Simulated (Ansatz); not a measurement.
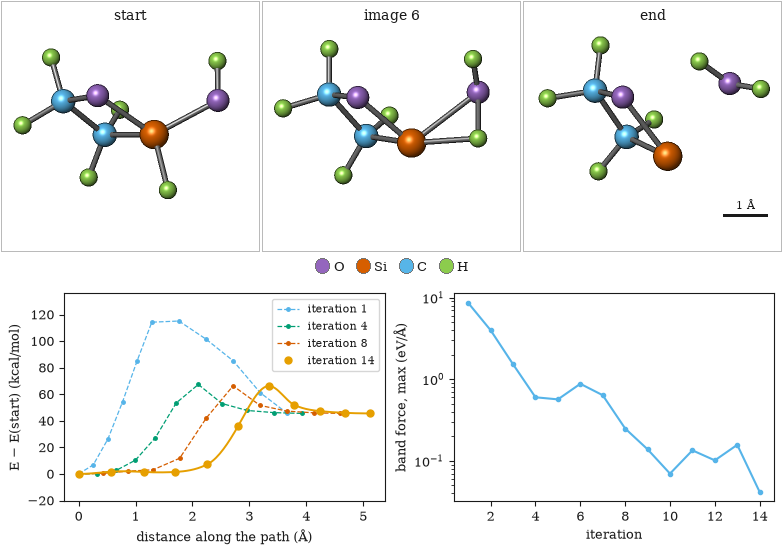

A nudged-elastic-band calculation for C2H6O2Si. Images are numbered from 0 (start) to 10 (end). The plot follows the band through its iterations. The picture is a ball-and-stick view, seen at a tilt.

Computed with RKS PBE-D4/def2-SVP in Ansatz 0.2.0. Set-up: 9 movable images; climbing image; force threshold 0.05 eV/Å; iteration limit 60; spring constant 0.1 eV/Å²; starting path through a guess of the saddle point.

**How did the profile develop, and is the result final?**

The run is converged, with reservations. The band converged in 14 iterations. The largest component of the band force went from 8.6 to 0.042 eV/Å. The climbing image converged on the top of the path. Its curvatures weren't checked. The spring constant is far from the usual few eV/Å², which spoils the spacing or the steps. The first iteration put the highest image at 115.1 kcal/mol. Forward barrier 66.2 kcal/mol, backward barrier 20.7 kcal/mol, with image 6 at the top; the reaction energy is +45.6 kcal/mol.
